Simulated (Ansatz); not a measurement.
# Geometry relaxation of GaH4ClO3

The run: geometry relaxation of GaH4ClO3. Method and program: RKS B3LYP/def2-SVP (Ansatz 0.2.0).

It belongs to a series of runs on one base structure; here: end point A relaxed.

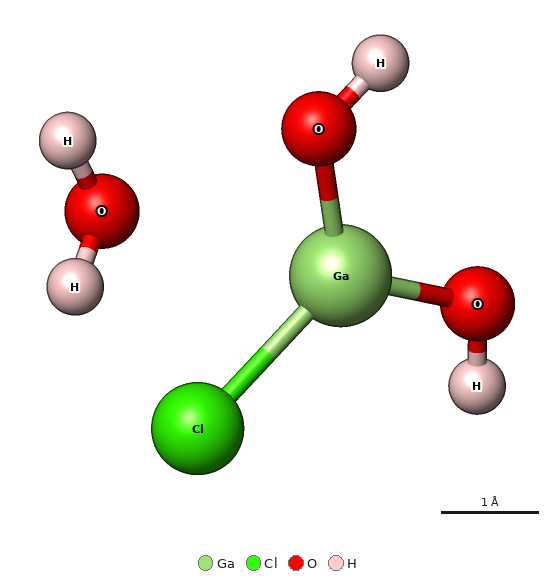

**Figure 1.** The starting structure (ball-and-stick view, seen at a tilt). Sticks mark near contacts.

## Input
```yaml
crystal:
  periodic: [false, false, false]
  atoms:
    - { symbol: Ga, position_ang: [-0.648156, 0.706043, 0.135391] }
    - { symbol: Cl, position_ang: [1.148556, 1.916095, -0.337371] }
    - { symbol: O, position_ang: [-1.966741, 0.489812, -1.037434] }
    - { symbol: O, position_ang: [-0.768542, 0.101879, 1.799036] }
    - { symbol: H, position_ang: [2.082128, -0.533548, -0.555815] }
    - { symbol: O, position_ang: [1.641427, -1.394269, -0.476268] }
    - { symbol: H, position_ang: [-1.771416, 0.827861, -1.922293] }
    - { symbol: H, position_ang: [-1.542545, -0.453091, 1.958619] }
    - { symbol: H, position_ang: [1.825189, -1.660881, 0.436235] }
basis:
  gaussian: { orbitals: def2-SVP }
hamiltonian:
  xc: b3lyp
relax:
  f_tol: 0.03
  max_steps: 50
output:
  orbitals: {}
```

Command:
```bash
ansatz run input.yaml --threads 2 --pin off --max-ram 3072MiB --backend cpu --events-out ev --progress --plain --runs-dir out
```

## The program's output
```
The last accepted step is kept in [file] (removed where the run ends without a failure and the disk answers)
Engine: ansatz 0.2.0, aarch64-unknown-linux-gnu
Functional definition: B3LYP
  parameter a0 = 0.2
  parameter ax = 0.72
  parameter ac = 0.81
  exchange = (1 - a0 - ax)*slater_x + ax*b88_x + a0*exact_x
  correlation = (1 - ac)*vwn_rpa_c + ac*lyp_c
1141 factors; integrals over basis functions are off by at most 2.8e-4 eV
mean field evaluation 1: about -71082.4448 eV, gradient 9.0e1 eV
mean field evaluation 2: about -71040.6280 eV, gradient 1.7e2 eV
mean field evaluation 4: about -71096.1586 eV, gradient 1.0e1 eV
mean field evaluation 8: about -71096.3466 eV, gradient 2.7e-1 eV
mean field evaluation 16: about -71096.3468 eV, gradient 2.7e-5 eV
mean field -71096.34677292 eV, -2612.7425530700 hartree, gradient 2.7e-5 eV, S^2 0.000000; 0 other end points of the search recorded, 0 dependent functions left out
the calculation of the forces begins
reference -71096.34702308 eV, -2612.7425622635 hartree; 38, 38 occupied and 74, 74 virtual orbitals, 1141 factors
relax step   1: F+E_penalty+E_count = -71096.34677292 eV  Δ(F+E_penalty+E_count) = +0.000e0 eV  max|allowed force component| = 7.919e-1 eV/Å  Δτ_max = 0.0000 Å  (26 SCF iters, accepted)
these checks for a lower state are left out or cut short: starts, cluster_reference, orbital_swaps, neighbouring_geometries, increment
1141 factors; integrals over basis functions are off by at most 2.9e-4 eV
mean field -71096.45681876 eV, -2612.7465971802 hartree, gradient 2.0e-5 eV, S^2 0.000000; 0 other end points of the search recorded, 0 dependent functions left out
[... from here on the field's lines of each further geometry are left out, up to the last ...]
relax step   2: F+E_penalty+E_count = -71096.45681876 eV  Δ(F+E_penalty+E_count) = -1.100e-1 eV  max|allowed force component| = 7.209e-1 eV/Å  Δτ_max = 0.1961 Å  (28 SCF iters, accepted)
relax step   3: F+E_penalty+E_count = -71096.62432283 eV  Δ(F+E_penalty+E_count) = -1.675e-1 eV  max|allowed force component| = 8.486e-1 eV/Å  Δτ_max = 0.1905 Å  (29 SCF iters, accepted)
relax step   4: F+E_penalty+E_count = -71096.81484739 eV  Δ(F+E_penalty+E_count) = -1.905e-1 eV  max|allowed force component| = 5.175e-1 eV/Å  Δτ_max = 0.1960 Å  (29 SCF iters, accepted)
relax step   5: F+E_penalty+E_count = -71096.86586949 eV  Δ(F+E_penalty+E_count) = -5.102e-2 eV  max|allowed force component| = 1.006e0 eV/Å  Δτ_max = 0.1924 Å  (28 SCF iters, accepted)
relax step   6: F+E_penalty+E_count = -71096.90037470 eV  Δ(F+E_penalty+E_count) = -3.451e-2 eV  max|allowed force component| = 5.649e-1 eV/Å  Δτ_max = 0.1100 Å  (28 SCF iters, accepted)
relax step   7: F+E_penalty+E_count = -71096.89784918 eV  Δ(F+E_penalty+E_count) = +2.526e-3 eV  max|allowed force component| = 4.384e-1 eV/Å  Δτ_max = 0.0682 Å  (29 SCF iters, rejected (line search))
relax step   8: F+E_penalty+E_count = -71096.91219541 eV  Δ(F+E_penalty+E_count) = -1.182e-2 eV  max|allowed force component| = 1.132e-1 eV/Å  Δτ_max = 0.0332 Å  (26 SCF iters, accepted)
relax step   9: F+E_penalty+E_count = -71096.92266773 eV  Δ(F+E_penalty+E_count) = -1.047e-2 eV  max|allowed force component| = 9.830e-2 eV/Å  Δτ_max = 0.1000 Å  (28 SCF iters, accepted)
relax step  10: F+E_penalty+E_count = -71096.92627717 eV  Δ(F+E_penalty+E_count) = -3.609e-3 eV  max|allowed force component| = 4.184e-1 eV/Å  Δτ_max = 0.1331 Å  (29 SCF iters, accepted)
relax step  11: F+E_penalty+E_count = -71096.93289697 eV  Δ(F+E_penalty+E_count) = -6.620e-3 eV  max|allowed force component| = 8.517e-2 eV/Å  Δτ_max = 0.0409 Å  (25 SCF iters, accepted)
relax step  12: F+E_penalty+E_count = -71096.92880785 eV  Δ(F+E_penalty+E_count) = +4.089e-3 eV  max|allowed force component| = 2.967e-1 eV/Å  Δτ_max = 0.0394 Å  (25 SCF iters, rejected (line search))
the calculation of the forces begins
reference -71096.93473981 eV, -2612.7641604549 hartree; 38, 38 occupied and 74, 74 virtual orbitals, 1141 factors
relax step  13: F+E_penalty+E_count = -71096.93449468 eV  Δ(F+E_penalty+E_count) = -1.598e-3 eV  max|allowed force component| = 1.445e-2 eV/Å  Δτ_max = 0.0192 Å  (25 SCF iters, accepted)
1141 factors; integrals over basis functions are off by at most 2.8e-4 eV
mean field evaluation 96: about -71050.3484 eV, gradient 1.6e2 eV
```

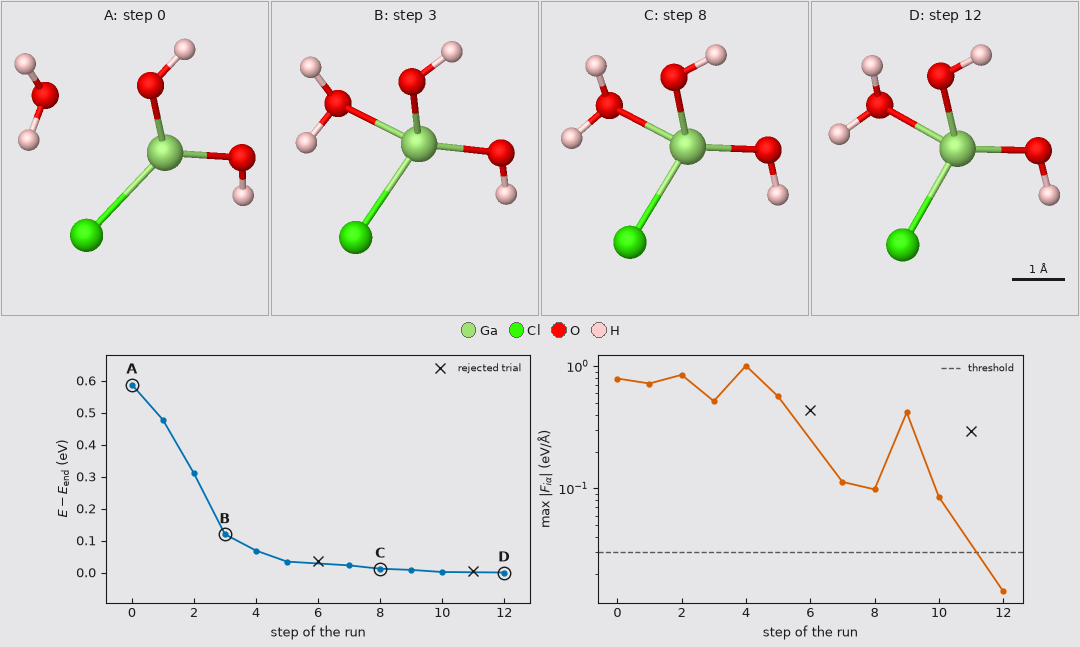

**Figure 2.** Frames of the relaxation (ball-and-stick view, seen at a tilt) above the curves, on which the letters mark them (the first geometry is step 0 here and step 1 in the log).

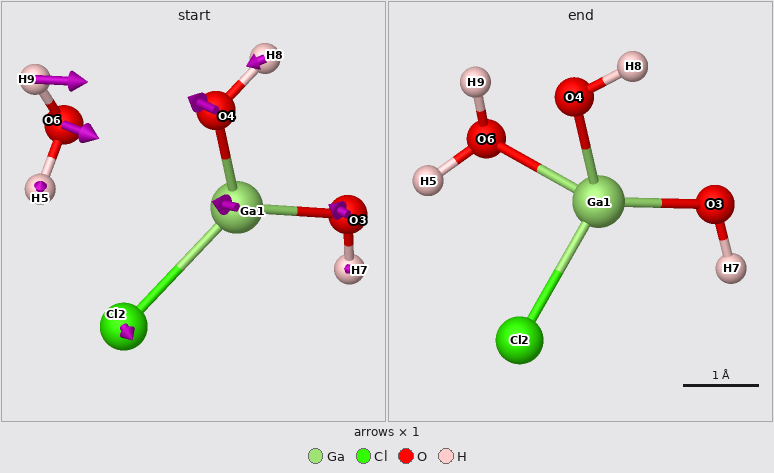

**Figure 3.** Before (left) and after (right) the relaxation, at one scale (ball-and-stick view, seen at a tilt). The pink arrows give the displacements, at true length. The atom that moves furthest after the best rigid fit is H9 (0.77 Å). By element the largest moves are H 0.77 Å, O 0.61 Å, Ga 0.47 Å, Cl 0.26 Å. Distances before and after: Ga1–O6 3.167 → 2.110 Å, Ga1–O4 1.774 → 1.810 Å, Ga1–Cl2 2.217 → 2.189 Å, Ga1–O3 1.778 → 1.790 Å. New bonds form: Ga1–O6 (3.17 → 2.11 Å). Among the angles that change: O3–Ga1–O4 121.8° → 117.6°, H5–O6–H9 103.6° → 106.6°, Cl2–Ga1–O3 121.8° → 119.6°. After 12 geometry steps the energy has fallen by 0.588 eV. Largest force component: 0.79 eV/Å at the start, 0.014 eV/Å at the end. The line search rejected the trial steps at points 6, 11 (counted from 0) and went back. (Atoms are counted from 1 in the order of the input.)

```
mean field -71096.93449468 eV, -2612.7641514463 hartree, gradient 5.8e-5 eV, S^2 0.000000; 1 other end points of the search recorded, 0 dependent functions left out
the calculation of the forces begins
reference -71096.93473981 eV, -2612.7641604549 hartree; 38, 38 occupied and 74, 74 virtual orbitals, 1141 factors
Total energy: -71096.93473981 eV, -2612.7641604549 hartree
Atom 0 at    -0.292254     0.453686    -0.030301 Å, force    -0.004468     0.011879     0.008977 eV/Å
Atom 1 at     1.053942     2.152464    -0.334473 Å, force    -0.001577    -0.002057     0.004381 eV/Å
Atom 2 at    -1.702046     0.238830    -1.112031 Å, force    -0.000466    -0.004932    -0.004047 eV/Å
Atom 3 at    -0.385397    -0.279118     1.622604 Å, force     0.003958    -0.006736    -0.008676 eV/Å
Atom 4 at     2.036548    -0.582784    -0.401634 Å, force     0.008248    -0.011237     0.002452 eV/Å
Atom 5 at     1.172703    -1.026704    -0.369361 Å, force    -0.007640     0.014454    -0.011530 eV/Å
Atom 6 at    -1.698505     0.828304    -1.876736 Å, force     0.000888    -0.003937    -0.005485 eV/Å
Atom 7 at    -1.278218    -0.366781     1.978431 Å, force     0.006539     0.002698     0.005368 eV/Å
Atom 8 at     1.093126    -1.417996     0.523601 Å, force    -0.005482    -0.000133     0.008561 eV/Å
Dipole moment:     0.279248    -0.362209    -0.000032 e Å
```

## Trajectory as extended XYZ (Å, eV, eV/Å), 13 frames, from step=1 to step=13
```
9
Properties=species:S:1:pos:R:3:forces:R:3 step=1 energy=-71096.34677
Ga   -0.6482    0.7060    0.1354    0.7919   0.0692  -0.2459
Cl    1.1486    1.9161   -0.3374   -0.5673  -0.3217   0.1470
O    -1.9667    0.4898   -1.0374    0.0175   0.0158  -0.0262
O    -0.7685    0.1019    1.7990    0.1089   0.0339   0.0621
H     2.0821   -0.5335   -0.5558    0.0162  -0.0009   0.0205
O     1.6414   -1.3943   -0.4763   -0.2898   0.1949   0.0458
H    -1.7714    0.8279   -1.9223    0.0043  -0.0070   0.0315
H    -1.5425   -0.4531    1.9586   -0.0738  -0.0147  -0.0352
H     1.8252   -1.6609    0.4362   -0.0080   0.0304   0.0004
9
Properties=species:S:1:pos:R:3:forces:R:3 step=2 energy=-71096.45682
Ga   -0.5744    0.6123    0.1044    0.4397  -0.1443  -0.0947
Cl    1.1474    1.8756   -0.3400   -0.0970   0.0541   0.0039
O    -1.9426    0.4898   -1.0314    0.0596  -0.0862  -0.0328
O    -0.7397    0.0767    1.7905   -0.0240  -0.1013   0.0913
H     2.0968   -0.5112   -0.5547   -0.6378  -0.5548  -0.0455
O     1.4880   -1.2813   -0.4300    0.6748   0.5995   0.7209
H    -1.7543    0.8218   -1.9196    0.0105  -0.0015   0.0338
H    -1.5409   -0.4409    1.9558    0.0448   0.0617  -0.0487
H     1.8195   -1.6429    0.4252   -0.4706   0.1728  -0.6281
9
Properties=species:S:1:pos:R:3:forces:R:3 step=3 energy=-71096.62432
Ga   -0.4650    0.5102    0.0785    0.2818  -0.1852  -0.0131
Cl    1.1477    1.9220   -0.3383    0.0427   0.0802  -0.0318
O    -1.8661    0.4350   -1.0340    0.1512  -0.1521  -0.0456
O    -0.6783    0.0313    1.7841   -0.0912  -0.1774   0.0649
H     2.0257   -0.4867   -0.5570   -0.7352  -0.3995  -0.0979
O     1.3349   -1.1766   -0.3866    0.8486   0.5725   0.5756
H    -1.7026    0.8041   -1.9132    0.0191  -0.0193   0.0887
H    -1.5141   -0.4313    1.9532    0.1474   0.1189  -0.0762
H     1.7175   -1.6080    0.4133   -0.6643   0.1619  -0.4647
9
Properties=species:S:1:pos:R:3:forces:R:3 step=4 energy=-71096.81485
Ga   -0.3466    0.4061    0.0605   -0.0299   0.1922  -0.0068
Cl    1.1732    1.9547   -0.3441    0.0096  -0.0154   0.0015
O    -1.7668    0.3429   -1.0348    0.1586  -0.0591  -0.2886
O    -0.6073   -0.0289    1.7779   -0.2043  -0.3057   0.1217
H     1.9366   -0.4399   -0.5509   -0.2903   0.0169  -0.2361
O     1.2013   -1.0657   -0.3763    0.5175   0.1740   0.2140
H    -1.6438    0.7853   -1.8915    0.0053  -0.1383   0.3169
H    -1.4824   -0.4203    1.9476    0.3207   0.2061  -0.1047
H     1.5358   -1.5344    0.4116   -0.4872  -0.0708  -0.0178
9
Properties=species:S:1:pos:R:3:forces:R:3 step=5 energy=-71096.86587
Ga   -0.3096    0.4492    0.0647   -0.1199   0.0870   0.2567
Cl    1.2110    2.0047   -0.3403   -0.1243   0.0268   0.0450
O    -1.6835    0.2250   -1.0589   -0.0249   0.2557  -0.3805
O    -0.5313   -0.1068    1.7681   -0.1388  -0.0380  -0.0766
H     1.9056   -0.4281   -0.5440   -0.3934  -0.1836  -0.0838
O     1.1088   -0.9843   -0.3800    1.0063  -0.2191   0.2027
H    -1.6141    0.7556   -1.8713   -0.0488  -0.2012   0.3012
H    -1.4344   -0.4182    1.9410    0.2168   0.1364  -0.0444
H     1.3473   -1.4972    0.4208   -0.3728   0.1359  -0.2201
9
Properties=species:S:1:pos:R:3:forces:R:3 step=6 energy=-71096.90037
Ga   -0.3068    0.4487    0.0517   -0.0367   0.1392  -0.0845
Cl    1.1356    2.0802   -0.3136   -0.0874  -0.1177   0.0178
O    -1.6874    0.2209   -1.0710    0.0504   0.0687  -0.0468
O    -0.4927   -0.1186    1.7468   -0.1409  -0.1158   0.0522
H     1.9567   -0.4699   -0.4975   -0.2875  -0.1866  -0.0426
O     1.1420   -1.0095   -0.4006    0.5649   0.0001   0.2661
H    -1.6271    0.7588   -1.8726   -0.0159  -0.0473   0.0725
H    -1.4074   -0.3679    1.9482    0.1539   0.0651   0.0037
H     1.2869   -1.5429    0.4087   -0.2008   0.1944  -0.2386
9
Properties=species:S:1:pos:R:3:forces:R:3 step=7 energy=-71096.89785 accepted=F
Ga   -0.3501    0.4769    0.0390    0.4384  -0.2805  -0.1353
Cl    1.1308    2.0564   -0.3265   -0.0654   0.0639   0.0131
O    -1.6925    0.2176   -1.1098   -0.1066   0.0598   0.0005
O    -0.4582   -0.1666    1.7128   -0.0337   0.0056   0.0251
H     1.9693   -0.4693   -0.4607    0.0020  -0.0766   0.0346
O     1.1758   -1.0302   -0.3960   -0.1500   0.1448   0.0564
H    -1.6589    0.7995   -1.8796   -0.0054  -0.0107  -0.0110
H    -1.3642   -0.3703    1.9740   -0.0548  -0.0163   0.0668
H     1.2479   -1.5141    0.4468   -0.0243   0.1100  -0.0502
9
Properties=species:S:1:pos:R:3:forces:R:3 step=8 energy=-71096.91219
Ga   -0.3112    0.4481    0.0444    0.0212   0.0293   0.0006
Cl    1.1234    2.0759   -0.3125   -0.0236  -0.0137   0.0039
O    -1.6890    0.2239   -1.0769   -0.0150   0.0047  -0.0054
O    -0.4824   -0.1423    1.7372   -0.0423  -0.0669  -0.0475
H     1.9699   -0.4791   -0.4924   -0.0338  -0.0461  -0.0150
O     1.1577   -1.0110   -0.4040    0.1088  -0.0065   0.1132
H    -1.6310    0.7652   -1.8743   -0.0099   0.0009  -0.0033
H    -1.3990   -0.3568    1.9598    0.0683   0.0279   0.0147
H     1.2615   -1.5240    0.4188   -0.0737   0.0704  -0.0611
9
Properties=species:S:1:pos:R:3:forces:R:3 step=9 energy=-71096.92267
Ga   -0.3086    0.4286    0.0069    0.0702   0.0983   0.0251
Cl    1.1027    2.0781   -0.3433   -0.0341  -0.0100   0.0146
O    -1.7040    0.2332   -1.0958   -0.0194   0.0021  -0.0517
O    -0.4539   -0.2056    1.6900   -0.0019  -0.0557  -0.0599
H     2.0081   -0.5145   -0.4633    0.0154   0.0186  -0.0134
O     1.1828   -1.0228   -0.3827   -0.0525  -0.0173   0.0550
H    -1.6774    0.8280   -1.8569   -0.0049  -0.0341   0.0168
H    -1.3690   -0.3620    1.9592    0.0509   0.0151   0.0038
H     1.2192   -1.4632    0.4859   -0.0236  -0.0172   0.0098
9
Properties=species:S:1:pos:R:3:forces:R:3 step=10 energy=-71096.92628
Ga   -0.3040    0.4486   -0.0341    0.1618  -0.0633   0.0087
Cl    1.0631    2.1321   -0.3607   -0.0421  -0.0206   0.0187
O    -1.7076    0.2398   -1.1246   -0.0057   0.0666  -0.0577
O    -0.3800   -0.2868    1.6203   -0.4184   0.0140   0.1004
H     2.0288   -0.5691   -0.4095    0.0752  -0.0103   0.0387
O     1.1802   -1.0364   -0.3498   -0.1274  -0.1435   0.2876
H    -1.7151    0.8668   -1.8616   -0.0007  -0.0778   0.0619
H    -1.2864   -0.3817    1.9596    0.3422   0.0194  -0.0650
H     1.1208   -1.4134    0.5605    0.0151   0.2154  -0.3932
9
Properties=species:S:1:pos:R:3:forces:R:3 step=11 energy=-71096.93290
Ga   -0.2967    0.4483   -0.0256    0.0549   0.0310  -0.0343
Cl    1.0621    2.1382   -0.3445   -0.0273  -0.0076   0.0156
O    -1.7013    0.2318   -1.1153    0.0094   0.0275  -0.0032
O    -0.3865   -0.2749    1.6323   -0.0852   0.0026  -0.0309
H     2.0361   -0.5717   -0.4044   -0.0487  -0.0416   0.0204
O     1.1764   -1.0263   -0.3697   -0.0043  -0.0031   0.0763
H    -1.7013    0.8401   -1.8661   -0.0021  -0.0326   0.0170
H    -1.2881   -0.3692    1.9675    0.0696  -0.0086   0.0173
H     1.0992   -1.4164    0.5259    0.0338   0.0324  -0.0783
9
Properties=species:S:1:pos:R:3:forces:R:3 step=12 energy=-71096.92881 accepted=F
Ga   -0.2914    0.4586   -0.0408   -0.0304  -0.0583   0.1519
Cl    1.0858    2.1360   -0.3154   -0.0139   0.0266  -0.0234
O    -1.7141    0.2473   -1.1008   -0.0191  -0.1047   0.0796
O    -0.4102   -0.2860    1.6029    0.2967  -0.0087  -0.0074
H     2.0369   -0.5766   -0.4186    0.0065   0.0061  -0.0097
O     1.1742   -1.0208   -0.3669    0.0295  -0.0140   0.0022
H    -1.7111    0.8085   -1.8810   -0.0094   0.1285  -0.1970
H    -1.2860   -0.3623    1.9897   -0.1992   0.0206   0.0180
H     1.1157   -1.4049    0.5311   -0.0606   0.0038  -0.0142
9
Properties=species:S:1:pos:R:3:forces:R:3 step=13 energy=-71096.93449
Ga   -0.2923    0.4537   -0.0303   -0.0045   0.0119   0.0090
Cl    1.0539    2.1525   -0.3345   -0.0016  -0.0021   0.0044
O    -1.7020    0.2388   -1.1120   -0.0005  -0.0049  -0.0040
O    -0.3854   -0.2791    1.6226    0.0040  -0.0067  -0.0087
H     2.0365   -0.5828   -0.4016    0.0082  -0.0112   0.0025
O     1.1727   -1.0267   -0.3694   -0.0076   0.0145  -0.0115
H    -1.6985    0.8283   -1.8767    0.0009  -0.0039  -0.0055
H    -1.2782   -0.3668    1.9784    0.0065   0.0027   0.0054
H     1.0931   -1.4180    0.5236   -0.0055  -0.0001   0.0086
```

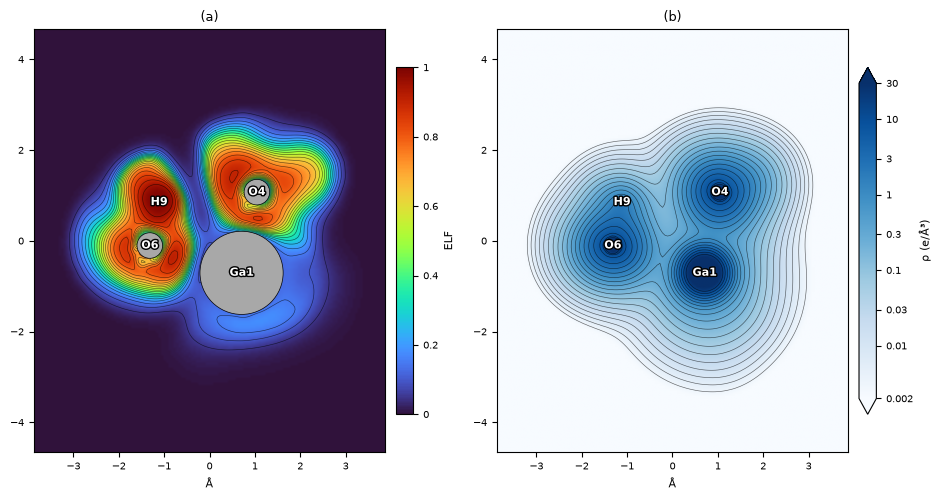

**Figure 4.** (a) electron localisation function; (b) total electron density on the plane of atoms Ga1, O6 and H9. Grey discs, where drawn, cover atomic cores. Atoms in the plane: Ga, O and H. O–H (0.98 Å): ρ is about 3.7 e/Å³ halfway, with its minimum of 2.2 e/Å³ about 0.8 Å from O; the ELF climbs to about 1 towards the hydrogen, as it does in any bond to H (a covalent bond by its length).

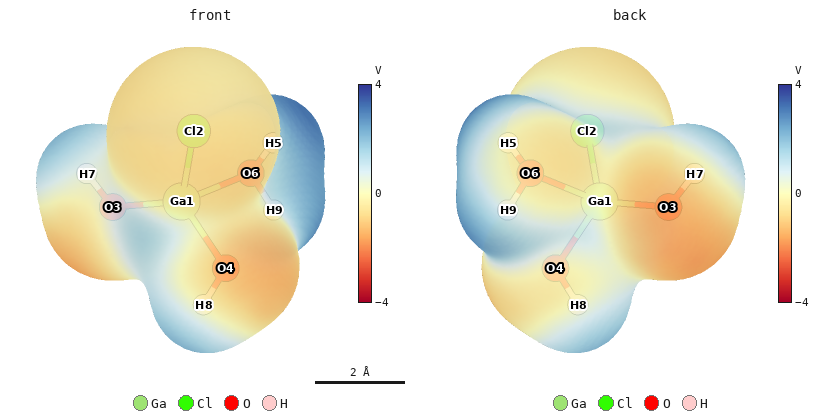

**Figure 5.** The molecular electrostatic potential painted on the density surface at 0.002 e/bohr³, seen face on and from behind; red is negative and blue positive.

## Key numbers

```csv
quantity,value
outcome,converged
total energy,−71096.9347 eV
mean-field energy,−71096.9347 eV
largest force (length of the vector) at the end,0.020 eV/Å
hardware,"2 threads of Arm Neoverse V2, 24 GiB of memory available, shared host"
wall time,36 s (CPU time 70 s)
peak memory,0.28 GiB
```
